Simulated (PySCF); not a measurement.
# C4H12OSi2 (SMILES [SiH3]COC1C[SiH2]C1): what the fields show

Input file:

```
{"job": {"kind": "nmr", "xc": "PBE0", "basis": "pcSseg-1"}, "charge": 0, "multiplicity": 1}
Si    -3.277529     0.098873     0.390810
C     -1.657450     0.081122    -0.605230
O     -0.663857    -0.297191     0.325022
C      0.619999    -0.452988    -0.224519
C      1.604303    -0.990145     0.828902
Si     2.918539     0.284242     0.291097
C      1.342404     0.860071    -0.616885
H     -3.161332     1.089304     1.459598
H     -3.501425    -1.234529     0.944876
H     -4.368151     0.463620    -0.519810
H     -1.686796    -0.637032    -1.438282
H     -1.423114     1.060737    -1.043179
H      0.564489    -1.126882    -1.094783
H      1.806839    -2.053807     0.739175
H      1.199725    -0.811160     1.822911
H      3.961790    -0.244134    -0.589595
H      3.475554     1.159774     1.320330
H      1.379683     1.046507    -1.687829
H      0.856525     1.712867    -0.145266
```

Command:

```sh
OMP_NUM_THREADS=1 python probes_run.py task.json out
```

Geometry: GFN2-xTB.

These are results of PySCF 2.14.0, PBE0/pcSseg-1, SCF density, gas phase, non-relativistic, not measurements.

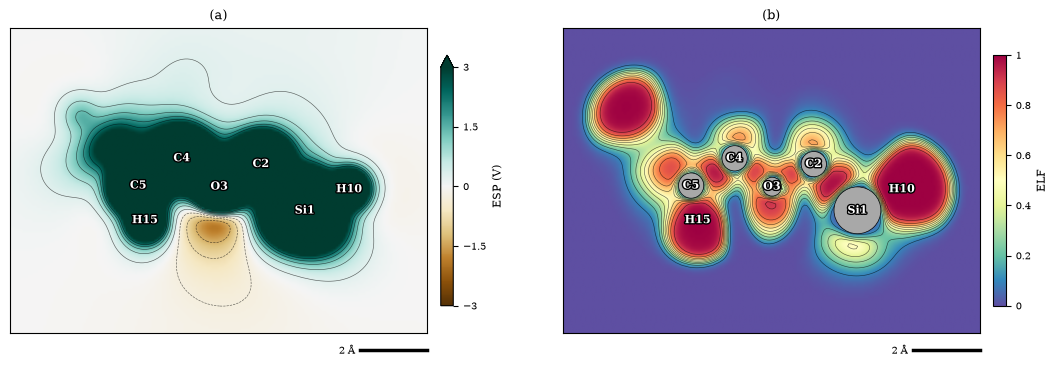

Figure 1. (a) electrostatic potential; (b) ELF on the plane of atoms C2, O3 and C4. Grey discs cover the atomic cores in the ELF map.

Q: Interpret the plot.

A: Atoms in the plane: Si, C, O and H. C–O (1.41 Å): the ELF peaks at about 0.85 between the atoms: a polar covalent bond. C–C (1.54 Å): the ELF peaks at about 0.95 between the atoms: localised, covalent bonding. C–Si (1.90 Å): the ELF peaks at about 1 between the atoms, as expected for a covalent bond. C–H (1.09 Å): the ELF climbs to about 1 towards the hydrogen, as it does in any bond to H: a covalent bond by its length. Si–H (1.47 Å): the ELF climbs to about 1 towards the hydrogen. The ELF also peaks beside O3, away from the bonds: lone-pair regions. Outside the dense part of the molecule the potential is most negative (−1.9 V) near O3.

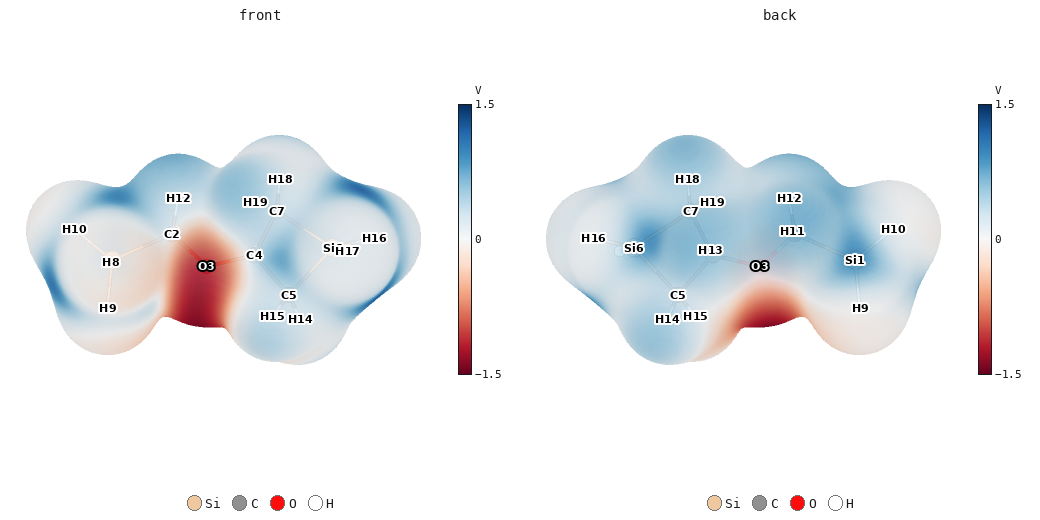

Figure 2. The molecular electrostatic potential painted on the density surface at 0.002 e/bohr³, seen from the front and from behind; red is negative and blue positive.

Q: Where is the surface potential most negative and most positive?

A: The most negative region (about −1.3 V) lies over O3, the most positive (about +1.1 V) over Si1 and Si6. O3 is the likeliest acceptor of a hydrogen bond.
